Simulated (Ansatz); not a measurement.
```sh
ansatz run in.yaml --threads 2 --pin off --events-out ev --progress --plain --max-ram 22528MiB --backend cpu
```

```yaml
crystal:
  periodic: [false, false, false]
  atoms:
    - {symbol: O, position_ang: [-0.486273, 0.294757, -1.953435]}
    - {symbol: Si, position_ang: [-0.480656, -0.387312, -0.466160]}
    - {symbol: O, position_ang: [0.365576, -1.795741, -0.547445]}
    - {symbol: Si, position_ang: [0.570750, 1.146538, 0.958891]}
    - {symbol: Cl, position_ang: [0.703841, 0.169978, 2.785540]}
    - {symbol: H, position_ang: [-0.830181, -0.215697, -2.688987]}
    - {symbol: H, position_ang: [-1.861177, -0.687523, 0.017161]}
    - {symbol: H, position_ang: [0.273421, -2.416410, 0.177338]}
    - {symbol: H, position_ang: [-0.205374, 2.393393, 1.179318]}
    - {symbol: H, position_ang: [1.950062, 1.498027, 0.537769]}
basis:
  gaussian: {orbitals: def2-TZVPP}
hamiltonian: {xc: {name: B3LYP}, dispersion: d4}
output: {forces: true, orbitals: {seedname: orbitals}}
```

Work out the structure from the coordinates.

Formula ClH₅O₂Si₂. As SMILES it reads `O[SiH](O)[SiH2]Cl`. It has no ring. Among its groups: Si–H bond, Si–O bond. This geometry has C1 symmetry. Coordination: 2 O bent; 2 Si tetrahedral.

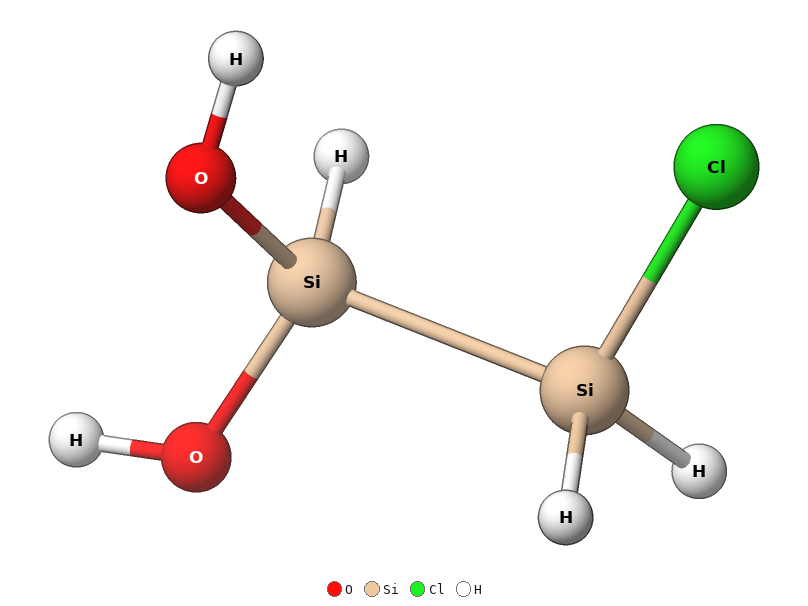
